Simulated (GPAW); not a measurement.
**Calculation of the molecule and its ions, with input and output: CH3FOSi (part 3 of 3)**

CH3FOSi, SMILES F[SiH]1CO1; PBE/dzp, scalar-relativistic datasets (GPAW 26.7.0). The geometry comes from this level: GFN2-xTB.

Geometry of the input (Å):
```
F  -2.1174  -0.0388  0.3199
Si -0.7284  0.1350  -0.4581
C  0.8362  0.0372  0.4981
O  0.3181  -1.1038  -0.3081
H  -0.9409  0.7802  -1.7152
H  1.7803  0.3911  0.1112
H  0.8520  -0.2009  1.5523
```

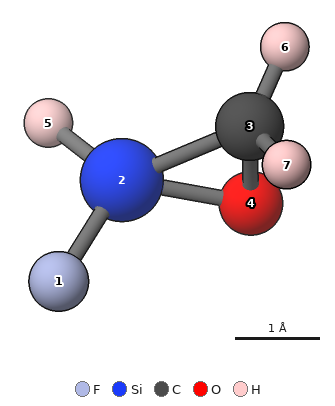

**Figure 1.** The input geometry (ball-and-stick view, seen at a tilt; atoms are numbered from 1 in the order of the input).

### What the program printed, continued
```
  C:
    name:    Carbon
    Z:       6.0
    valence: 4
    core:    2
    charge:  0.0  # [|e|]
    file:    C.PBE.gz
    compensation charges:
      type: gauss
      rc: 0.20  # [Å]
      lmax: 2
    cutoffs:
      filter: 1.14  # [Å]
      core: 1.14  # [Å]
    projectors
    | kind |    occ | energy [eV] | rcut [Å] |
    |------|--------|-------------|----------|
    |   2s |  2.000 |     -13.751 |    0.635 |
    |   2p |  2.000 |      -5.284 |    0.635 |
    |    s |        |      13.461 |    0.635 |
    |    p |        |      21.927 |    0.635 |
    |    d |        |       0.000 |    0.635 |

    LCAO basis set for C:
      Name: dzp
      File: C.dzp.basis.gz
      Number of radial functions: 5
      Number of spherical harmonics: 13
        l=0, rc=5.5469 Bohr: 2s-sz confined orbital
        l=1, rc=6.6719 Bohr: 2p-sz confined orbital
        l=0, rc=3.0312 Bohr: 2s-dz split-valence wave
        l=1, rc=3.7500 Bohr: 2p-dz split-valence wave
        l=2, rc=6.6719 Bohr: d-type Gaussian polarization
      Number of RI-basis functions 0

  O:
    name:    Oxygen
    Z:       8.0
    valence: 6
    core:    2
    charge:  0.0  # [|e|]
    file:    O.PBE.gz
    compensation charges:
      type: gauss
      rc: 0.21  # [Å]
      lmax: 2
    cutoffs:
      filter: 1.17  # [Å]
      core: 0.83  # [Å]
    projectors
    | kind |    occ | energy [eV] | rcut [Å] |
    |------|--------|-------------|----------|
    |   2s |  2.000 |     -23.961 |    0.688 |
    |   2p |  4.000 |      -9.029 |    0.598 |
    |    s |        |       3.251 |    0.688 |
    |    p |        |      18.182 |    0.598 |
    |    d |        |       0.000 |    0.619 |

    LCAO basis set for O:
      Name: dzp
      File: O.dzp.basis.gz
      Number of radial functions: 5
      Number of spherical harmonics: 13
        l=0, rc=4.3438 Bohr: 2s-sz confined orbital
        l=1, rc=5.3906 Bohr: 2p-sz confined orbital
        l=0, rc=2.2969 Bohr: 2s-dz split-valence wave
        l=1, rc=2.8906 Bohr: 2p-dz split-valence wave
        l=2, rc=5.3906 Bohr: d-type Gaussian polarization
      Number of RI-basis functions 0

  H:
    name:    Hydrogen
    Z:       1.0
    valence: 1
    core:    0
    charge:  0.0  # [|e|]
    file:    H.PBE.gz
    compensation charges:
      type: gauss
      rc: 0.15  # [Å]
      lmax: 2
    cutoffs:
      filter: 0.85  # [Å]
      core: 0.53  # [Å]
    projectors
    | kind |    occ | energy [eV] | rcut [Å] |
    |------|--------|-------------|----------|
    |   1s |  1.000 |      -6.494 |    0.476 |
    |    s |        |      20.717 |    0.476 |
    |    p |        |       0.000 |    0.476 |

    LCAO basis set for H:
      Name: dzp
      File: H.dzp.basis.gz
      Number of radial functions: 3
      Number of spherical harmonics: 5
        l=0, rc=6.4219 Bohr: 1s-sz confined orbital
        l=0, rc=3.6094 Bohr: 1s-dz split-valence wave
        l=1, rc=6.4219 Bohr: p-type Gaussian polarization
      Number of RI-basis functions 0

Reference energy: -13706.375939  # eV

eigensolver:
  <gpaw.new.lcao.eigensolver.LCAOEigensolver object at 0x70a4a2a59490>
density mixing:
  MSR1-Mixer
  Pratt-step length: 0.05
  Maximum mixing coefficient: 0.75
  Old densities: 10
  SVD Regularization: 0.005
  Good broyden scale: 1.0
  Trust region scale: 1.0
  Backstep threshold: 4.0
  History deletion threshold: 6.0
  Fourier metric: weight=20.0, sigma=0.015

occupation numbers:
  Fixed magnetic moment: 1.000
  # Zero width

FastPoissonSolver using
    Stencil: 6*3+1=19 point O(h^6) finite-difference Laplacian
    FFT axes: []
    FST axes: [np.int64(1), np.int64(2), np.int64(0)]

xc functional:
  name: PBE with 2 nearest neighbor stencil
interpolation: tri-quintic # 5. degree polynomial

        .-------------------------------.
       /|                               |
      / |                               |
     /  |                               |
    /   |                               |
   /    |                               |
  /     |                               |
 *      |                               |
 |      |                               |
 |      |              H                |
 |      |       F      C  H             |
 |      |          Si                   |
 |      |          H O                  |
 |      |                               |
 |      |                               |
 |      .-------------------------------.
 |     /                               /
 |    /                               /
 |   /                               /
 |  /                               /
 | /                               /
 |/                               /
 *-------------------------------*

Atoms  # Å, Bohr magnetons
|   | symbol |        x |        y |        z |    initial magnetic moments |
|---|--------|----------|----------|----------|-----------------------------|
| 0 |      F | 4.500000 | 5.564960 | 6.535070 | ( 0.0000,  0.0000,  0.1429) |
| 1 |     Si | 5.889010 | 5.738770 | 5.757150 | ( 0.0000,  0.0000,  0.1429) |
| 2 |      C | 7.453580 | 5.640970 | 6.713340 | ( 0.0000,  0.0000,  0.1429) |
| 3 |      O | 6.935510 | 4.500000 | 5.907090 | ( 0.0000,  0.0000,  0.1429) |
| 4 |      H | 5.676490 | 6.383960 | 4.500000 | ( 0.0000,  0.0000,  0.1429) |
| 5 |      H | 8.397660 | 5.994910 | 6.326410 | ( 0.0000,  0.0000,  0.1429) |
| 6 |      H | 7.469340 | 5.402830 | 7.767490 | ( 0.0000,  0.0000,  0.1429) |

Unit cell  # Å
| periodic |         x |         y |         z |   lengths |    angles |
|----------|-----------|-----------|-----------|-----------|-----------|
|       no | 12.897660 |  0.000000 |  0.000000 | 12.897660 | 90.000000 |
|       no |  0.000000 | 10.883960 |  0.000000 | 10.883960 | 90.000000 |
|       no |  0.000000 |  0.000000 | 12.267490 | 12.267490 | 90.000000 |

Number of symmetries: 1
Symmetry operations  # r_c * U_cc + t_c -> r_c
|   | kind |            matrix            |
|---|------|------------------------------|
| 0 |  E   |  1, 0, 0,  0, 1, 0,  0, 0, 1 |

BZ-sampling:
  Number of BZ points: 1
  Number of IBZ points: 1

  Monkhorst-Pack size: [1, 1, 1]
  Monkhorst-Pack shift: [0, 0, 0]

K-points  # in reciprocal-cell coordinates
|   |                                coordinates |     weight |
|---|--------------------------------------------|------------|
| 0 | (  0.00000000,   0.00000000,   0.00000000) | 1.00000000 |

basis functions: 67
Spin-components: 2 (collinear spins)
Bands:           19
Projectors:      29
Spin-degeneracy: 1
Datatype:        <class 'float'>

  Storage: CPU
  Wave functions: 20_368 bytes (20_368 per core)

Parallelization:
  kpt:    1
  domain: 1
  band:   1

Density:
  Valence electrons: 24.0
  Components: 2
  Grid points: [60 48 56]
  Charge: 1.0  # |e|

Potential:
  Grid points: [60 48 56]

species:
  F:
    name:    Fluorine
    Z:       9.0
    valence: 7
    core:    2
    charge:  0.0  # [|e|]
    file:    F.PBE.gz
    compensation charges:
      type: gauss
      rc: 0.20  # [Å]
      lmax: 2
    cutoffs:
      filter: 1.14  # [Å]
      core: 0.74  # [Å]
    projectors
    | kind |    occ | energy [eV] | rcut [Å] |
    |------|--------|-------------|----------|
    |   2s |  2.000 |     -29.898 |    0.635 |
    |   2p |  5.000 |     -11.110 |    0.635 |
    |    s |        |      -2.687 |    0.635 |
    |    p |        |      16.102 |    0.635 |
    |    d |        |       0.000 |    0.635 |

    LCAO basis set for F:
      Name: dzp
      File: F.dzp.basis.gz
      Number of radial functions: 5
      Number of spherical harmonics: 13
        l=0, rc=3.8594 Bohr: 2s-sz confined orbital
        l=1, rc=4.8750 Bohr: 2p-sz confined orbital
        l=0, rc=2.0156 Bohr: 2s-dz split-valence wave
        l=1, rc=2.6094 Bohr: 2p-dz split-valence wave
        l=2, rc=4.8750 Bohr: d-type Gaussian polarization
      Number of RI-basis functions 0

  Si:
    name:    Silicon
    Z:       14.0
    valence: 4
    core:    10
    charge:  0.0  # [|e|]
    file:    Si.PBE.gz
    compensation charges:
      type: gauss
      rc: 0.33  # [Å]
      lmax: 2
    cutoffs:
      filter: 1.86  # [Å]
      core: 2.06  # [Å]
    projectors
    | kind |    occ | energy [eV] | rcut [Å] |
    |------|--------|-------------|----------|
    |   3s |  2.000 |     -10.812 |    1.058 |
    |   3p |  2.000 |      -4.081 |    1.058 |
    |    s |        |      16.399 |    1.058 |
    |    p |        |      23.130 |    1.058 |
    |    d |        |       0.000 |    1.058 |

    LCAO basis set for Si:
      Name: dzp
      File: Si.dzp.basis.gz
      Number of radial functions: 5
      Number of spherical harmonics: 13
        l=0, rc=6.8594 Bohr: 3s-sz confined orbital
        l=1, rc=9.0625 Bohr: 3p-sz confined orbital
        l=0, rc=3.8906 Bohr: 3s-dz split-valence wave
        l=1, rc=5.2344 Bohr: 3p-dz split-valence wave
        l=2, rc=9.0625 Bohr: d-type Gaussian polarization
      Number of RI-basis functions 0

  C:
    name:    Carbon
    Z:       6.0
    valence: 4
    core:    2
    charge:  0.0  # [|e|]
    file:    C.PBE.gz
    compensation charges:
      type: gauss
      rc: 0.20  # [Å]
      lmax: 2
    cutoffs:
      filter: 1.14  # [Å]
      core: 1.14  # [Å]
    projectors
    | kind |    occ | energy [eV] | rcut [Å] |
    |------|--------|-------------|----------|
    |   2s |  2.000 |     -13.751 |    0.635 |
    |   2p |  2.000 |      -5.284 |    0.635 |
    |    s |        |      13.461 |    0.635 |
    |    p |        |      21.927 |    0.635 |
    |    d |        |       0.000 |    0.635 |

    LCAO basis set for C:
      Name: dzp
      File: C.dzp.basis.gz
      Number of radial functions: 5
      Number of spherical harmonics: 13
        l=0, rc=5.5469 Bohr: 2s-sz confined orbital
        l=1, rc=6.6719 Bohr: 2p-sz confined orbital
        l=0, rc=3.0312 Bohr: 2s-dz split-valence wave
        l=1, rc=3.7500 Bohr: 2p-dz split-valence wave
        l=2, rc=6.6719 Bohr: d-type Gaussian polarization
      Number of RI-basis functions 0

  O:
    name:    Oxygen
    Z:       8.0
    valence: 6
    core:    2
    charge:  0.0  # [|e|]
    file:    O.PBE.gz
    compensation charges:
      type: gauss
      rc: 0.21  # [Å]
      lmax: 2
    cutoffs:
      filter: 1.17  # [Å]
      core: 0.83  # [Å]
    projectors
    | kind |    occ | energy [eV] | rcut [Å] |
    |------|--------|-------------|----------|
    |   2s |  2.000 |     -23.961 |    0.688 |
    |   2p |  4.000 |      -9.029 |    0.598 |
    |    s |        |       3.251 |    0.688 |
    |    p |        |      18.182 |    0.598 |
    |    d |        |       0.000 |    0.619 |

    LCAO basis set for O:
      Name: dzp
      File: O.dzp.basis.gz
      Number of radial functions: 5
      Number of spherical harmonics: 13
        l=0, rc=4.3438 Bohr: 2s-sz confined orbital
        l=1, rc=5.3906 Bohr: 2p-sz confined orbital
        l=0, rc=2.2969 Bohr: 2s-dz split-valence wave
        l=1, rc=2.8906 Bohr: 2p-dz split-valence wave
        l=2, rc=5.3906 Bohr: d-type Gaussian polarization
      Number of RI-basis functions 0

  H:
    name:    Hydrogen
    Z:       1.0
    valence: 1
    core:    0
    charge:  0.0  # [|e|]
    file:    H.PBE.gz
    compensation charges:
      type: gauss
      rc: 0.15  # [Å]
      lmax: 2
    cutoffs:
      filter: 0.85  # [Å]
      core: 0.53  # [Å]
    projectors
    | kind |    occ | energy [eV] | rcut [Å] |
    |------|--------|-------------|----------|
    |   1s |  1.000 |      -6.494 |    0.476 |
    |    s |        |      20.717 |    0.476 |
    |    p |        |       0.000 |    0.476 |

    LCAO basis set for H:
      Name: dzp
      File: H.dzp.basis.gz
      Number of radial functions: 3
      Number of spherical harmonics: 5
        l=0, rc=6.4219 Bohr: 1s-sz confined orbital
        l=0, rc=3.6094 Bohr: 1s-dz split-valence wave
        l=1, rc=6.4219 Bohr: p-type Gaussian polarization
      Number of RI-basis functions 0

Reference energy: -13706.375939  # eV

eigensolver:
  <gpaw.new.lcao.eigensolver.LCAOEigensolver object at 0x70a49ed06570>
density mixing:
  MSR1-Mixer
  Pratt-step length: 0.05
  Maximum mixing coefficient: 0.75
  Old densities: 10
  SVD Regularization: 0.005
  Good broyden scale: 1.0
  Trust region scale: 1.0
  Backstep threshold: 4.0
  History deletion threshold: 6.0
  Fourier metric: weight=20.0, sigma=0.015

occupation numbers:
  Fixed magnetic moment: 1.000
  # Zero width

FastPoissonSolver using
    Stencil: 6*3+1=19 point O(h^6) finite-difference Laplacian
    FFT axes: []
    FST axes: [np.int64(1), np.int64(2), np.int64(0)]

xc functional:
  name: PBE with 2 nearest neighbor stencil
interpolation: tri-quintic # 5. degree polynomial

Initialization done in: 5.115 s

convergence criteria:
- Maximum [total energy] change in last 3 cyles: 0.0005 eV / valence electron
- Maximum integral of absolute [dens]ity change: 0.0001 electrons / valence electron
- Maximum integral of absolute [eigenst]ate change: 4e-08 eV^2 / valence electron
maximum number of iterations: 100

SCF iterations
|iter     |     time |      energy | eigst |  dens |  magmom |
|---------|----------|-------------|-------|-------|---------|
|iter:   1| 00:00:14 |  -26.557330 |      c|       |  +0.9995|
|iter:   2| 00:00:15 |  -25.933455 |      c| -0.64 |  +0.9995|
|iter:   3| 00:00:15 |  -23.673902 |      c| -0.67 |  +0.9998|
|iter:   4| 00:00:16 |  -23.675668 |      c| -1.22 |  +0.9999|
|iter:   5| 00:00:17 |  -23.600000 |      c| -1.47 |  +0.9999|
|iter:   6| 00:00:18 |  -23.601317 |      c| -1.78 |  +1.0000|
|iter:   7| 00:00:19 |  -23.601669c|      c| -2.41 |  +1.0000|
|iter:   8| 00:00:20 |  -23.601816c|      c| -2.71 |  +1.0000|
|iter:   9| 00:00:21 |  -23.601856c|      c| -3.16 |  +1.0000|
|iter:  10| 00:00:22 |  -23.601865c|      c| -3.58 |  +1.0000|
|iter:  11| 00:00:23 |  -23.601865c|      c| -4.14c|  +1.0000|

Converged in 11 steps
SCF loop duration: 9.565 s (0.870 s/step)
Energy contributions relative to reference atoms: (reference = -13706.375939)

Energy contributions:
  Kinetic:          26.477221
  Coulomb:         -24.937714
  Zero:              1.194019
  External:          0.000000
  Xc:              -26.335392
  Entropy:           0.000000
  Spinorbit:         0.000000
  ----------------------------
  Free energy:     -23.601865
  Extrapolated:    -23.601865

dipole moment: (6.720898, 5.883289, 6.072249)  # |e|*Ang

Total magnetic moment: (0.000000, 0.000000, 0.999985)

Local magnetic moments
|        x |        y |        z |
|----------|----------|----------|
| 0.000000 | 0.000000 | 0.043276 |  # F    0
| 0.000000 | 0.000000 | 0.082719 |  # Si   1
| 0.000000 | 0.000000 | 0.159891 |  # C    2
| 0.000000 | 0.000000 | 0.203122 |  # O    3
| 0.000000 | 0.000000 | 0.006363 |  # H    4
| 0.000000 | 0.000000 | 0.007616 |  # H    5
| 0.000000 | 0.000000 | 0.000271 |  # H    6

Fermi levels: -10.622, -14.031
Eigenvalues  # (at kpt = [0.000, 0.000, 0.000])
| band index |      eig [eV] | occ [0-1] |      eig [eV] | occ [0-1] |
|------------|---------------|-----------|---------------|-----------|
|          0 |       -36.341 |     1.000 |       -36.248 |     1.000 |
|        ... |               |           |               |           |
|          4 |       -19.115 |     1.000 |       -18.925 |     1.000 |
|          5 |       -18.932 |     1.000 |       -18.523 |     1.000 |
|          6 |       -17.965 |     1.000 |       -17.737 |     1.000 |
|          7 |       -17.193 |     1.000 |       -17.113 |     1.000 |
|          8 |       -16.963 |     1.000 |       -16.714 |     1.000 |
|          9 |       -15.962 |     1.000 |       -15.815 |     1.000 |
|         10 |       -14.929 |     1.000 |       -14.435 |     1.000 |
|         11 |       -14.643 |     1.000 |       -13.627 |     0.000 |
|         12 |        -7.618 |     0.000 |        -7.104 |     0.000 |
|         13 |        -6.807 |     0.000 |        -6.477 |     0.000 |
|         14 |        -6.057 |     0.000 |        -5.829 |     0.000 |
|         15 |        -4.734 |     0.000 |        -4.452 |     0.000 |
|         16 |        -3.701 |     0.000 |        -3.505 |     0.000 |
|         17 |        -2.546 |     0.000 |        -2.403 |     0.000 |
|         18 |        -1.430 |     0.000 |        -1.310 |     0.000 |

Gap: 6.009 eV
Transition (v -> c):
  (s=1, k=0, n=11, [0.00, 0.00, 0.00]) -> (s=0, k=0, n=12, [0.00, 0.00, 0.00])
No difference between direct/indirect transitions
vacuum-level: 0.000  # V
oxidised      -23.60187 eV
Vertical IP: 9.929 eV
```

### Key numbers

```tsv
quantity	value
outcome	converged
ionisation energy	9.93 eV
hardware	1 thread of Intel Xeon @ 2.90GHz (Ice Lake), 16 GiB of memory available, shared host
wall time	24 s
peak memory	0.7 GiB
```

### Remarks

On so coarse a grid the energy depends on the position of the molecule, which gives spurious forces.
